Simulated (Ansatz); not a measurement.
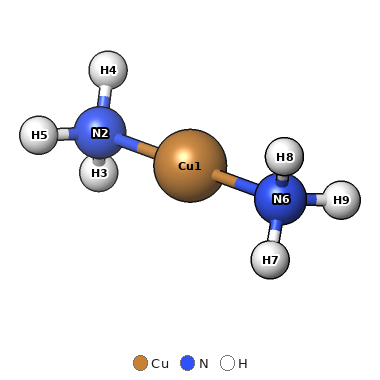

The system is [Cu(NH3)2]+, charge +1; the picture shows the reference structure. First axis: angle N2–Cu1–N6 (carried through 180). Second axis: change of the bonds Cu1–N2, Cu1–N6, all alike. Nothing is relaxed (all other coordinates rigid). The scan uses an 11 × 11 grid. Points are written as (first, second). Energies are in eV, from the lowest grid point. Computed with RKS PBE0-D4/def2-TZVP in Ansatz 0.2.0.

Its coordinates:

```xyz
9

Cu    0.0000    0.0000    0.0000
N    -0.0037   -0.0142    1.9236
H    -0.4200    0.8281    2.3138
H     0.9354   -0.0797    2.3097
H    -0.5285   -0.7995    2.3016
N     0.0037    0.0142   -1.9236
H    -0.9375    0.0179   -2.3102
H     0.4746   -0.7990   -2.3135
H     0.4760    0.8323   -2.3015
```

Range: angle N2–Cu1–N6 (carried through 180) from 140 to 220°; change of the bonds Cu1–N2, Cu1–N6, all alike from −0.212 to 0.327 Å.

### What landscape does the calculation give?

The lowest grid point is at (180°, 0.004 Å). It is the only kind of minimum in the scanned range. The highest grid point, (220°, −0.212 Å), lies 1.38 eV above the lowest. Round the minimum the two coordinates are nearly uncoupled.

| second ↓, first → | 140 | 148 | 156 | 164 | 172 | 180 | 188 | 196 | 204 | 212 | 220 |
| --- | --- | --- | --- | --- | --- | --- | --- | --- | --- | --- | --- |
| 0.327 | 0.83 | 0.78 | 0.74 | 0.70 | 0.68 | 0.67 | 0.68 | 0.70 | 0.74 | 0.78 | 0.83 |
| 0.273 | 0.70 | 0.64 | 0.59 | 0.55 | 0.52 | 0.51 | 0.52 | 0.55 | 0.59 | 0.64 | 0.70 |
| 0.219 | 0.57 | 0.50 | 0.44 | 0.40 | 0.37 | 0.36 | 0.37 | 0.40 | 0.44 | 0.50 | 0.57 |
| 0.165 | 0.47 | 0.39 | 0.32 | 0.27 | 0.24 | 0.22 | 0.24 | 0.27 | 0.32 | 0.39 | 0.47 |
| 0.112 | 0.39 | 0.30 | 0.22 | 0.16 | 0.13 | 0.11 | 0.13 | 0.16 | 0.22 | 0.30 | 0.39 |
| 0.058 | 0.36 | 0.25 | 0.16 | 0.09 | 0.05 | 0.03 | 0.05 | 0.09 | 0.16 | 0.25 | 0.36 |
| 0.004 | 0.37 | 0.25 | 0.14 | 0.07 | 0.02 | 0.00 | 0.02 | 0.07 | 0.14 | 0.25 | 0.37 |
| −0.050 | 0.45 | 0.31 | 0.19 | 0.11 | 0.05 | 0.03 | 0.05 | 0.11 | 0.19 | 0.31 | 0.45 |
| −0.104 | 0.63 | 0.47 | 0.33 | 0.23 | 0.17 | 0.15 | 0.17 | 0.23 | 0.33 | 0.47 | 0.63 |
| −0.158 | 0.93 | 0.74 | 0.59 | 0.48 | 0.40 | 0.38 | 0.40 | 0.48 | 0.59 | 0.74 | 0.93 |
| −0.212 | 1.38 | 1.17 | 1.00 | 0.87 | 0.79 | 0.76 | 0.79 | 0.87 | 1.00 | 1.17 | 1.38 |

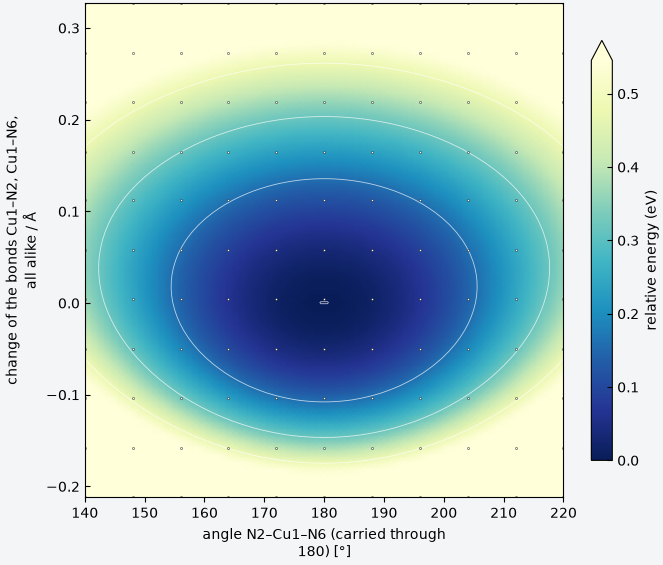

In the figure: a smooth colour map with a few white contour lines, dots at the grid points, one colour for all values above the top of the scale. Between grid points the surface is interpolated.

Each point was launched as `ansatz run input.yaml --threads 1 --pin off --max-ram 2560MiB --backend cpu --events-out ev --progress --plain --runs-dir out`. Time for the 121 points that were run: 10 min on 1 thread of Arm Neoverse V2, on a shared host.
